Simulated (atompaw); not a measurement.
# Zr: generating and testing a PAW (atompaw) potential

Aim: build the potential from the settings below, then test how well it stands in for the atom: scattering, ghost states and the plane-wave cutoff that it needs.

The numbers are computed with atompaw 4.2.0.5 (LDA (PW92), non-relativistic, spin-unpolarised reference atom).

## 1. Starting point

The settings as typed:

- element: zirconium (Zr, Z = 40)
- type: PAW
- frozen core: [Ar] 3d10 4s2
- valence charge: 10
- reference configuration: 4p6 4d2 5s1 5p0 (charge +1)
- partial waves: 5s (bound): rc 2.70 bohr; 5s channel at 1.4 Ry: rc 2.70 bohr; 4p (bound): rc 1.85 bohr; 5p (bound, empty): rc 1.95 bohr; 4d (bound): rc 2.70 bohr; 4d channel at -0.4 Ry: rc 2.70 bohr
- local potential: vpsmatchnc scheme with l = 3 at 0.5 Ry, radius 1.95 bohr
- core correction: smooth core density matched at 1.50 bohr
- augmentation charge: sinc compensation charge, radius 2.60 bohr; PAW radius 2.70 bohr; waves and projectors: custom rrkj gramschmidtortho

An earlier all-electron run gives the scale for the radii.

All-electron outer shells of the reference configuration (LDA (PW92), non-relativistic, ld1.x):

```tsv
shell	level (eV)	outermost node (bohr)	outermost maximum (bohr)
3d	-184.78	–	0.35
4s	-58.89	0.56	1.10
4p	-38.96	0.57	1.19
4d	-10.50	0.58	1.57
5s	-9.94	1.49	3.04
5p	-6.42	1.69	3.71
```

## 2. The generation run

Input file Zr.input:

```
Zr 40
LDA-PW loggrid 1500 logderivrange -5 5 251
5 5 4 0 0 0
5 0 1
5 1 0
4 2 2
0 0 0
c
c
c
c
v
c
c
v
v
c
v
2
2.70 2.60 1.95 1.50
y
1.4
n
n
y
-0.4
n
custom rrkj gramschmidtortho sinc
3 0.5 vpsmatchnc
2.70
2.70
1.85
1.95
2.70
2.70
PWSCFOUT
UPFDX 0.0125d0 UPFXMIN -7.d0 UPFZMESH 40.d0
END
```

On the command line:

```bash
atompaw < Zr.input > Zr.log
```

Output in the file Zr (summary file):

```text
 Completed calculations for Zr (AE)

 Exchange-correlation type: LDA, Perdew-Wang correlation

 Radial integration grid is logarithmic 
 r0 =   2.1400192E-04 h =   8.5600766E-03   n =      1500 rmax =   8.0000000E+01

 Non-relativistic calculation

 AEatom converged in  26 iterations
   nz     =  40.00
   delta  =       3.744387801334E-17

 All Electron Orbital energies:         
  n  l      occupancy      energy
  1  0      2.0000000E+00 -1.2790807E+03
  2  0      2.0000000E+00 -1.7496596E+02
  3  0      2.0000000E+00 -2.8952873E+01
  4  0      2.0000000E+00 -4.3286563E+00
  5  0      1.0000000E+00 -7.3061805E-01
  2  1      6.0000000E+00 -1.6051227E+02
  3  1      6.0000000E+00 -2.3520813E+01
  4  1      6.0000000E+00 -2.8634600E+00
  5  1      0.0000000E+00 -4.7178154E-01
  3  2      1.0000000E+01 -1.3580989E+01
  4  2      2.0000000E+00 -7.7193293E-01

 Total energy
   Total                    :    -7072.92003887570718

 ---
 Completed calculations for Zr (SC)

 Exchange-correlation type: LDA, Perdew-Wang correlation

 Radial integration grid is logarithmic 
 r0 =   2.1400192E-04 h =   8.5600766E-03   n =      1500 rmax =   8.0000000E+01

 Non-relativistic calculation

 SCatom converged in   1 iterations
   nz     =  40.00
   delta  =       3.897130429407E-18

 Valence Electron Orbital energies:         
  n  l      occupancy      energy
   5  0      1.0000000E+00 -7.3061805E-01
   4  1      6.0000000E+00 -2.8634600E+00
   5  1      0.0000000E+00 -4.7178154E-01
   4  2      2.0000000E+00 -7.7193293E-01

 Total energy
   Total                    :    -7072.92003887569535
   Valence                  :     -264.46687101095017

 PAW parameters: 
       lmax =            2
         rc =    2.7202406913299546     
        irc =         1105
   rc_shape =    2.6062607790047849     
    rc_vloc =    1.9648329129267819     
    rc_core =    1.5068354653902907     
   Vloc: VPS match (norm-conservation) with l= 3;e=   5.0000E-01
   Projector type: RRKJ pseudization + Gram-Schmidt ortho.
   Sinc^2 compensation charge shape zeroed at   2.6063E+00

 Number of basis functions     6
 No.   n  nodes  l      Energy         Cp coeff         Occ
  1    5    4    0   -0.7306181E+00  0.1000000E+01  0.1000000E+01
  2  999    5    0    0.1400000E+01  0.6703637E-01  0.0000000E+00
  3    4    2    1   -0.2863460E+01  0.1000000E+01  0.6000000E+01
  4    5    3    1   -0.4717815E+00 -0.8230759E-01  0.0000000E+00
  5    4    1    2   -0.7719329E+00  0.1000000E+01  0.2000000E+01
  6  999    2    2   -0.4000000E+00 -0.1368536E+02  0.0000000E+00

 Eigenvalues of overlap operator (in the basis of projectors):
    1        1.85002913E-01
    2        1.95090265E-01
    3        2.08449618E-01
    4        4.61348353E+00
    5        1.01308359E+01
    6        4.50717741E+04

 Orbital leakage outside PAW augmentation regions
   orb  is_core?  %out_of_sphere
   1 0    T           0.00
   2 0    T           0.00
   3 0    T           0.00
   4 0    T           0.47
   5 0    F          73.68
   2 1    T           0.00
   3 1    T           0.00
   4 1    F           1.67
   5 1    F          87.76
   3 2    T           0.00
   4 2    F          22.08

 Summary of PAW energies
   Total valence energy     :   -264.46687184426003
   Smooth energy            :    -17.02705984718295
   One center               :   -247.43981199707707
   Smooth kinetic           :     24.32401110910969
   Vloc energy              :    -32.46974910106208
   Smooth exch-corr         :    -11.85294177617277
   One-center xc            :   -204.18262053869543
```

It took 0.85 s on 1 thread, shared host.

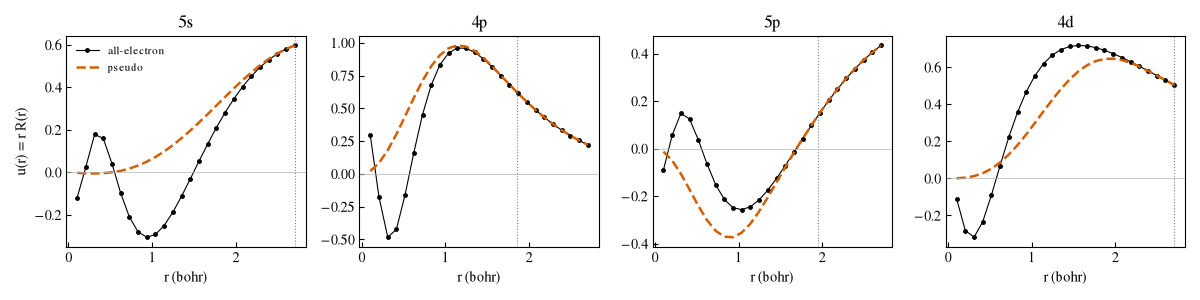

Bound waves of the atom and their pseudo partners (5s, 4p, 5p, 4d), with the matching radii dotted. The curves join 26 sampled radii, too few to resolve the innermost nodes.

## 3. Logarithmic derivatives

Taken from the files of the generation run. The phase is arctan(r·u′/u) with u = r·R, unwrapped, with energies in Ry. A pole is an energy at which the radial function vanishes at the test radius. The pseudo phase is shifted by a multiple of π to meet the all-electron one at the reference energy. Levels narrower than the energy grid can be missing from the poles. n/a: a narrow level or a reset projector energy made the automatic matching unsafe. The last column is the largest difference on the grid between −1 and +1 Ry.

| channel | radius (bohr) | reference (Ry) | poles AE | poles PS | window around the reference with phases within 0.05 rad (Ry) | largest difference near zero (rad) |
| --- | --- | --- | --- | --- | --- | --- |
| s | 2.72 | -0.73 | -4.27, 2.29 | 2.31 | n/a | n/a |
| p | 2.72 | -0.47 | -2.73, 3.35 | -2.73, 3.34 | the whole range | 0.000 |
| d | 2.72 | -0.77 | -0.20 | -0.20, 0.71 | below 0.6 | 3.132 |

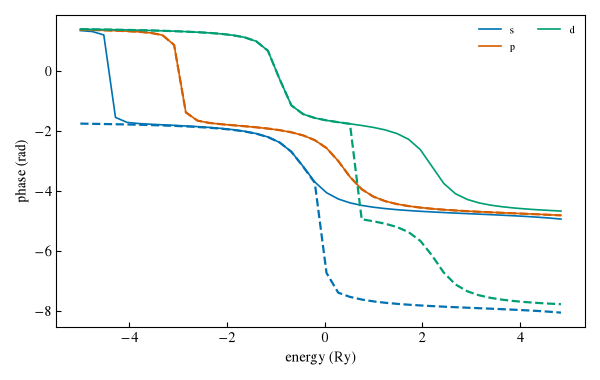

Phases by channel: all-electron solid, pseudo dashed.

## 4. Plane-wave convergence, by spherical Bessel functions

A separate test, outside the generator: the pseudo-atom's Hamiltonian at the reference potential is diagonalised in spherical Bessel functions j_l(qr) that vanish at 20 bohr, with q² up to the cutoff.

All-electron valence levels (Ry): 5s -0.7306, 4p -2.8635, 5p -0.4718, 4d -0.7719. The lowest levels of each channel (Ry) by cutoff; the last column sums, over occupied levels, occupation times the distance from the level at 400 Ry. A positive value at high cutoff is not a bound level.

```csv
cutoff (Ry),s #1,s #2,p #1,p #2,d #1,f #1,Σ f·Δε (mRy)
8,-11.1572,-0.7304,-2.6415,-0.4229,-0.7312,-0.0714,1413.4
12,-14.6600,-0.7306,-2.8067,-0.4475,-0.7702,-0.0716,343.8
15,-16.1212,-0.7306,-2.8464,-0.4574,-0.7717,-0.0716,102.9
21,-18.2890,-0.7306,-2.8613,-0.4660,-0.7719,-0.0717,13.0
25,-18.7447,-0.7306,-2.8630,-0.4699,-0.7719,-0.0717,2.5
35,-19.4677,-0.7307,-2.8632,-0.4717,-0.7719,-0.0717,1.3
40,-19.6283,-0.7307,-2.8633,-0.4717,-0.7720,-0.0717,0.7
50,-19.7507,-0.7307,-2.8634,-0.4718,-0.7720,-0.0718,0.2
400,-19.8061,-0.7307,-2.8634,-0.4718,-0.7720,-0.0718,0.0
```

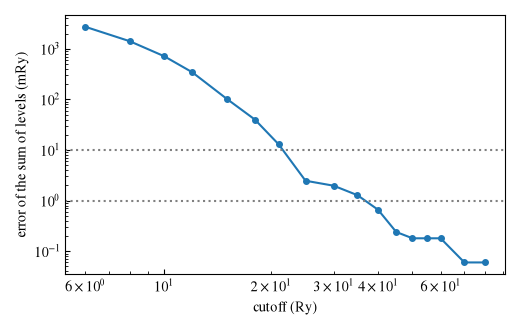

Occupation-weighted error of the valence levels against the cutoff; the dotted lines mark 10 and 1 mRy.

The sum stays within 10 mRy from 25 Ry and within 1 mRy from 40 Ry. The sum leaves out empty levels, which can need more. Ghost test: ghost state, bound below the all-electron valence or empty levels of the same l: s at -269.5 eV.

## 5. What came out

```
                                                quantity                              value
               cutoffs for 10 and 1 mRy, occupied levels                    25 Ry and 40 Ry
                                            bound ghosts                    s at -269.48 eV
largest phase difference near zero energy, channels read                          3.132 rad
         lowest eigenvalue of the overlap (Bessel basis)                          0.048 (p)
        share of valence orbitals outside the PAW sphere  5s 74 %, 4p 2 %, 5p 88 %, 4d 22 %
                                                UPF file                            written
```

In words: A bound ghost (s) makes it unfit for use: electrons can fall into a state that the atom doesn't have. By its cutoff, 25 Ry for the looser tolerance, it is soft on the atom at that tolerance. The slowest occupied level is 4p: taken alone it needs 25 Ry to come within 1 mRy, against 15 Ry for 4d. Of the channels read, d scatters worst near zero energy, by up to 3.13 rad. A step near π is an extra or missing state, not a misfit of shape. The pseudo curves have a pole with no partner nearby in the atom's: d at 0.71 Ry. At positive energy that is a spurious or a displaced resonance. All of this concerns the isolated atom, not yet a solid.
